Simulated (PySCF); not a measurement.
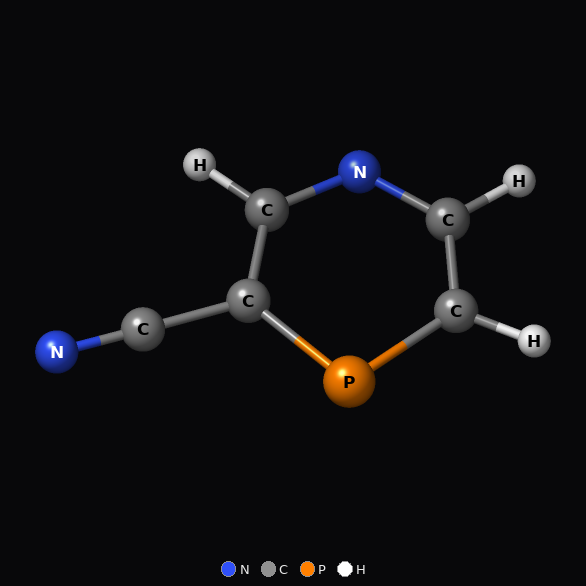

Ball-and-stick drawing of a structure.

The computed structure is the end point of a GFN2-xTB optimisation. No frequency run is at hand to confirm it as a minimum.

**Which formula does it have?**

C5H3N2P, 11 atoms: 5 carbon, 3 hydrogen, 2 nitrogen and 1 phosphorus.

**Write the SMILES.**

N#Cc1cnccp1

**Give the symmetry (Schoenflies symbol).**

Cs.

The parts below concern this one geometry. Atoms keep their numbers from picture to picture.

Dipole moment

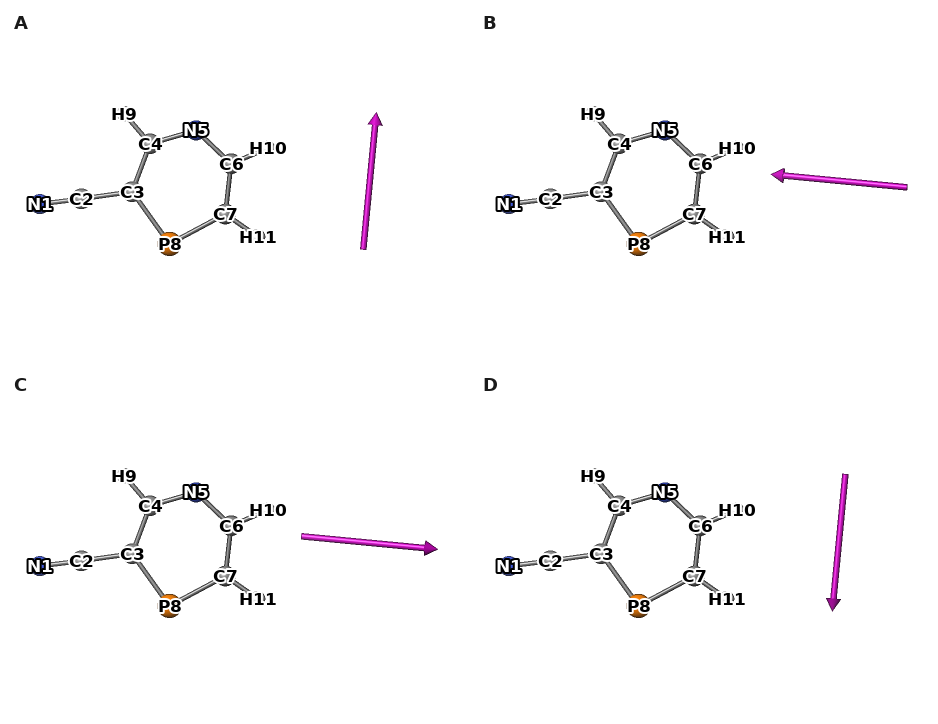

The same molecule four times, each with an arrow. No frequency run is at hand to confirm it as a minimum. Level of theory: ωB97X-D/def2-SVPD, gas phase (PySCF 2.14.0).

**Which arrow points along the dipole moment, from the negative to the positive end?**

C. The dipole moment is 4.38 D; it points from the side of N1 to the side of H10, H11 (the outermost atoms at the two ends).

Polarisability

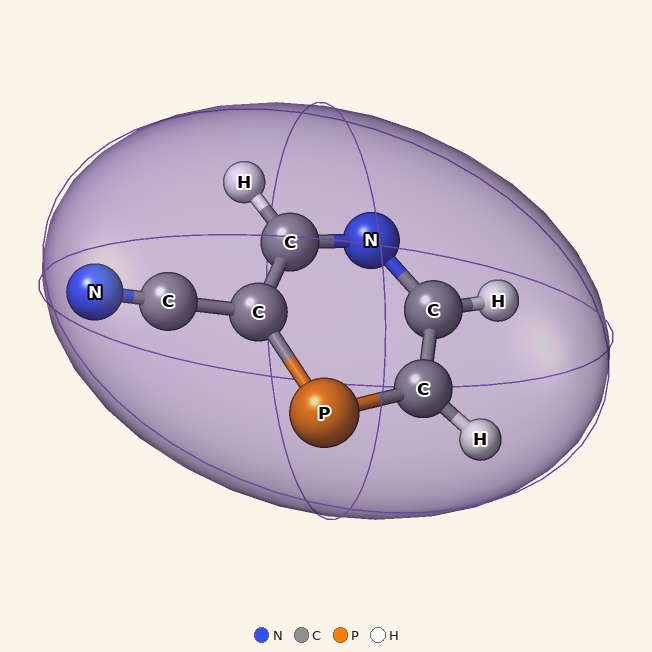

The ellipsoid shows the static dipole polarisability: its half-axes are proportional to the principal values. No frequency run is at hand to confirm it as a minimum. Method: ωB97X-D/def2-SVPD (PySCF 2.14.0).

**How large and how anisotropic is the polarisability?**

Principal values 53.6, 93.1, 125.9 bohr³; mean 90.9 bohr³ (13.47 Å³); anisotropy 62.7 bohr³, so the longest axis is 2.35 times the shortest.

Excitation

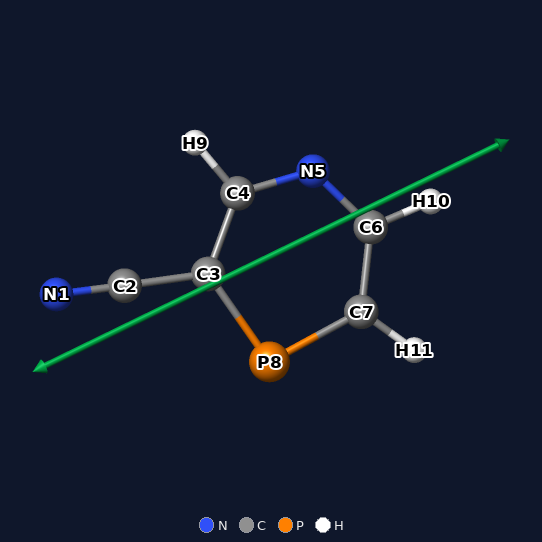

The double arrow shows the direction of the transition dipole to excited singlet state 7 (its length means nothing). No frequency run is at hand to confirm it as a minimum. Properties computed with TDDFT ωB97X-D/def2-SVPD, vertical, gas phase, core orbitals frozen in the response (PySCF 2.14.0).

**How is the transition polarised?**

In the molecular plane, nearly parallel to the C7–P8 bond.

**Where does the transition lie, and how strong is it?**

6.04 eV (205 nm), oscillator strength 0.38, of mixed character, with the largest part HOMO−1 → LUMO+1 (weight 0.40); transition dipole 4.07 D.

The geometry is semi-empirical. Around P such bond lengths and angles can be off by a tenth of an ångström or more and by several degrees, and values that hang on the shape move with them.
